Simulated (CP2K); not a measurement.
**Convergence study of the k-point mesh for CrBrO (Pmm2, 6 atoms in the cell)**

```
CELL_PARAMETERS angstrom
      3.36944     0.00000     0.00000
      0.00000     3.96850     0.00000
      0.00000     0.00000     8.91362
ATOMIC_POSITIONS crystal
  Cr 0.00000 0.00000 0.60014
  Cr 0.50000 0.50000 0.40547
  Br 0.00000 0.50000 0.19431
  Br 0.50000 0.00000 0.80569
  O  0.50000 0.00000 0.45432
  O  0.00000 0.50000 0.54568
```
Moments meant for the start (each program seeds them in its own way; μB, in the order of the atoms Cr Cr Br Br O O): 3.0 3.0 0.0 0.0 0.0 0.0.

Method of the run: PBEsol, GPW, DZVP-MOLOPT-SR-GTH basis, GTH-PBE potentials (GTH_POTENTIALS) (CP2K).

Base settings: UKS = T; CUTOFF = 600 Ry; REL_CUTOFF = 60 Ry; SMEAR/METHOD = FERMI_DIRAC; ELECTRONIC_TEMPERATURE = 232.09 K; KPOINTS/SCHEME = MONKHORST-PACK 3 3 2; GAMMA_CENTERED = T; XC_FUNCTIONAL = PBE:PBESOL; Cr/BASIS_SET = DZVP-MOLOPT-SR-GTH-q14; Cr/POTENTIAL = GTH-PBE-q14.

Moved along: GAMMA_CENTERED.

The second cell is the first with its lattice scaled by 0.98.

Only quantities that move along the ladder and can be compared are tabulated.

The starting cell comes from a database of computed structures (which also holds hypothetical and non-ambient phases and stackings), without a prior relaxation at this level. Its lattice was rescaled by up to half a per cent. One atom was moved a little off its site on purpose. The magnetic order is the one reached from the typed start; others were not searched systematically. Values carry the incompleteness of an atom-centred basis. The potentials were made for another functional than the one used. In the base run, with a pressure of about -7 GPa the cell is away from its equilibrium volume at this level. In the base run, forces exceed 1 eV/Å.

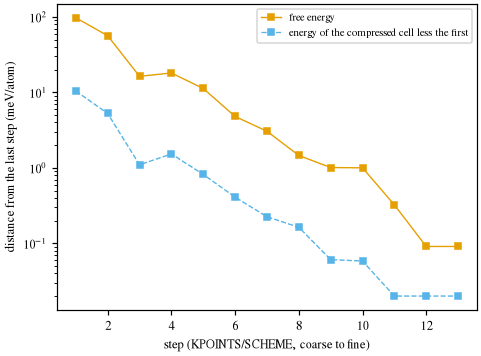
Figure: Distance from the last step along the ladder; very small values are drawn at a floor.

```csv
KPOINTS/SCHEME,free energy less the last step's (meV/atom),energy of the compressed cell less the first (meV/atom),pressure (GPa),largest difference of a force vector from the last step's (eV/Å),gap on the mesh (eV)
MONKHORST-PACK 2 2 1,97.64,-26.30,-5.97,0.346,0.706
MONKHORST-PACK 3 2 1,56.46,-31.48,-6.64,0.214,0.506
MONKHORST-PACK 3 3 1,16.34,-35.65,-7.16,0.048,0.488
MONKHORST-PACK 3 3 2,18.12,-35.21,-7.11,0.046,0.343
MONKHORST-PACK 4 3 2,11.29,-35.92,-7.20,0.013,0.400
MONKHORST-PACK 4 4 2,4.80,-36.33,-7.25,0.008,0.391
MONKHORST-PACK 5 4 2,3.06,-36.52,-7.28,0.004,0.397
MONKHORST-PACK 5 5 2,1.46,-36.58,-7.28,0.004,0.394
MONKHORST-PACK 6 5 2,1.01,-36.68,-7.30,0.002,0.332
MONKHORST-PACK 6 5 3,1.00,-36.69,-7.30,0.002,0.363
MONKHORST-PACK 7 6 3,0.32,-36.74,-7.30,0.002,0.366
MONKHORST-PACK 8 7 3,0.09,-36.74,-7.30,0.001,0.393
MONKHORST-PACK 8 7 4,0.09,-36.74,-7.30,0.001,0.362
MONKHORST-PACK 9 8 4,0.00,-36.74,-7.30,0.000,0.330
```

Coarsest KPOINTS/SCHEME that holds the free energy within 2 meV/atom of the last step, with all finer ones: MONKHORST-PACK 5 5 2; the step before is off by 3.1 meV/atom.

Coarsest KPOINTS/SCHEME that holds the pressure within 1 GPa of the last step, with all finer ones: MONKHORST-PACK 3 2 1; the step before is off by 1.3 GPa.

Coarsest KPOINTS/SCHEME that holds the forces within 0.01 eV/Å of the last step, with all finer ones: MONKHORST-PACK 4 4 2; the step before is off by 0.013 eV/Å.

The energy difference between the two cells stays within 1 meV/atom of the last step's from MONKHORST-PACK 4 3 2 on, the total only from MONKHORST-PACK 7 6 3 on: much of the error is common to both cells and cancels.

The gap on the mesh jumps up and down from mesh to mesh; it is no smooth measure of convergence.
